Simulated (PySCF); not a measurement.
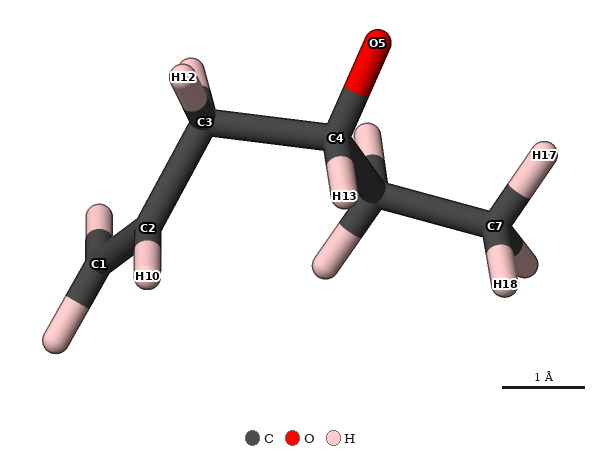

The structure (stick view, seen at a tilt; atoms are numbered from 1 in the order of the input).

**EPR calculation of C6H11O**

C6H11O, multiplicity 2, computed with UKS B3LYP, pcH-1 on C H O, non-relativistic, mean-field spin-orbit, GIAO (PySCF 2.14.0).

It belongs to a series of runs on one base structure; here: H removed from O.

## The program's output
```
UKS, coarse grid
  cycle   1  E = -310.17379890  |g| = 6.81e-01
  cycle   2  E = -305.47221995  |g| = 2.24e+00
  cycle   3  E = -310.18074068  |g| = 5.46e-01
  cycle   4  E = -310.39891720  |g| = 1.61e-01
  cycle   5  E = -310.40960533  |g| = 1.44e-01
  cycle   6  E = -310.41605299  |g| = 7.98e-02
  cycle   7  E = -310.41836680  |g| = 5.36e-02
  cycle   8  E = -310.41951338  |g| = 2.69e-02
  cycle   9  E = -310.41987299  |g| = 3.99e-03
  cycle  10  E = -310.41988370  |g| = 1.98e-03
  cycle  11  E = -310.41988713  |g| = 7.45e-04
UKS, final grid
  cycle   1  E = -310.41985965  |g| = 8.24e-04
  cycle   2  E = -310.41986106  |g| = 9.48e-04
  cycle   3  E = -310.41986205  |g| = 4.19e-04
  cycle   4  E = -310.41986451  |g| = 4.10e-04
  cycle   5  E = -310.41986703  |g| = 2.95e-04
  cycle   6  E = -310.41986892  |g| = 2.41e-04
  cycle   7  E = -310.41987086  |g| = 1.54e-04
  cycle   8  E = -310.41987127  |g| = 8.59e-05
  cycle   9  E = -310.41987134  |g| = 5.96e-05
  cycle  10  E = -310.41987135  |g| = 3.24e-05
  cycle  11  E = -310.41987135  |g| = 8.12e-06
E = -310.41987135 Eh   <S^2> = 0.7555 (exact 0.7500)
g shifts (ppm)      1          2          3
  rmc          -279       -279       -279
  gc            -12         36         56
  oz_so          59       5646      48007
  total        -232       5404      47785
hyperfine (MHz)  atom isotope    a_iso     a_fc   dipolar eigenvalues
    0   13C       7.66       7.66     -5.86     -4.95     10.81
    1   13C       0.09       0.09     -6.88      0.06      6.82
    2   13C     104.30     104.30    -17.80    -17.49     35.29
    3   13C     -43.43     -43.43     -7.34      3.36      3.98
    4   17O     -45.04     -45.04   -235.11    116.90    118.21
    5   13C       4.40       4.40     -3.46     -2.97      6.43
    6   13C      -2.23      -2.23     -1.23     -0.03      1.26
    7    1H      -2.76      -2.76     -1.69     -0.69      2.38
    8    1H      -0.15      -0.15     -3.09     -0.79      3.88
    9    1H       1.26       1.26     -2.53     -0.88      3.41
   10    1H     -10.25     -10.25     -8.98     -2.27     11.24
   11    1H     -15.23     -15.23     -9.78     -2.31     12.09
   12    1H      88.01      88.01     -6.25     -4.21     10.46
   13    1H      -1.31      -1.31     -3.47     -2.91      6.37
   14    1H      -1.21      -1.21     -3.27     -0.93      4.20
   15    1H       1.29       1.29     -1.52     -0.90      2.42
   16    1H       0.13       0.13     -3.84     -2.80      6.64
   17    1H       1.08       1.08     -1.88     -1.57      3.45
```

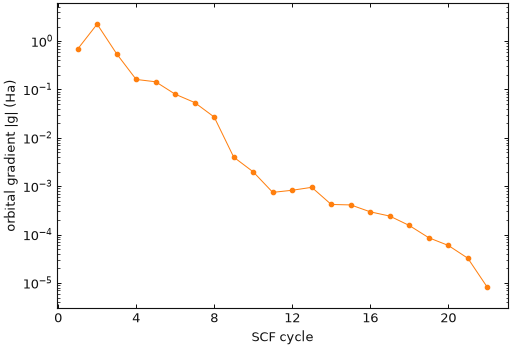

Convergence of the self-consistent field: orbital gradient |g| against the SCF cycle. All cycles printed in the log are drawn one after another.

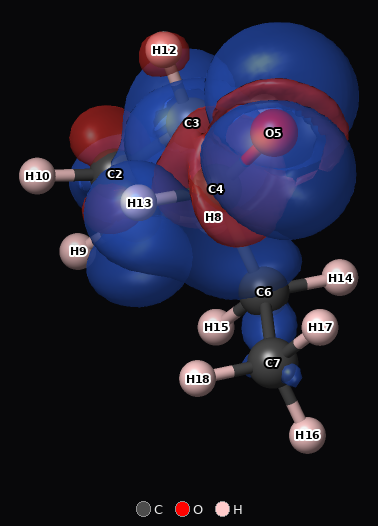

Isosurfaces of the spin density at +0.006 (blue) and −0.006 e/Å³ (red), seen at an oblique angle. The unpaired spin (1 electron) lies mostly on O5 (about 0.7) and C3 (about 0.1), in electrons by Hirshfeld's partition.

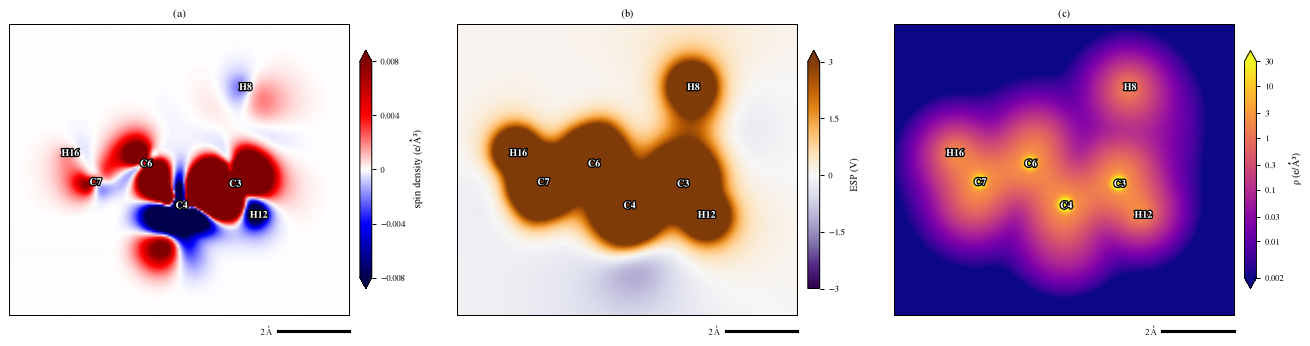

(a) spin density (α minus β); (b) molecular electrostatic potential; (c) total electron density on the plane of atoms C4, C3 and H12. The section cuts through C and H sites. C–H (1.09 Å): ρ at the midpoint is about 2 e/Å³. The unpaired spin (1 electron) lies mostly on O5 (about 0.7) and C3 (about 0.1), in electrons by Hirshfeld's partition.

This output came from the following input.

## Input file
```
{"job": {"kind": "epr", "basis": "pcH-1"}, "charge": 0, "multiplicity": 2}
C     -2.587244     0.353426    -0.191216
C     -1.807944    -0.354369     0.616559
C     -0.702217     0.223314     1.400325
C      0.738458    -0.242035     0.823389
O      1.640314     0.168452     1.667196
C      0.882871     0.304642    -0.611876
C      2.126041    -0.293560    -1.260041
H     -2.445707     1.412920    -0.328101
H     -3.406922    -0.093835    -0.726479
H     -1.962497    -1.419939     0.726973
H     -0.699153     1.311651     1.376007
H     -0.711150    -0.127113     2.431384
H      0.649634    -1.354646     0.797328
H      0.981507     1.389989    -0.564355
H     -0.006828     0.051575    -1.191104
H      2.249817     0.097373    -2.267835
H      3.006582    -0.043941    -0.673428
H      2.045681    -1.377588    -1.316360
```

The first line tells a small driver script what to run in PySCF; the rest is the geometry in Å.

Command:
```bash
OMP_NUM_THREADS=1 python <driver script> task.json out
```

## Key numbers

| quantity | value |
| --- | --- |
| outcome | converged |
| total energy | −310.419871 hartree |
| ⟨S²⟩ | 0.755 |
| isotropic g | 2.0200 |
| hardware | 1 CPU thread, shared host |
| wall time | 2.3 min |
| peak memory | 0.98 GiB |

## Remarks

Checks after the run noted: orbitally degenerate or nearly so: second-order g, spin-orbit hyperfine and D do not apply.
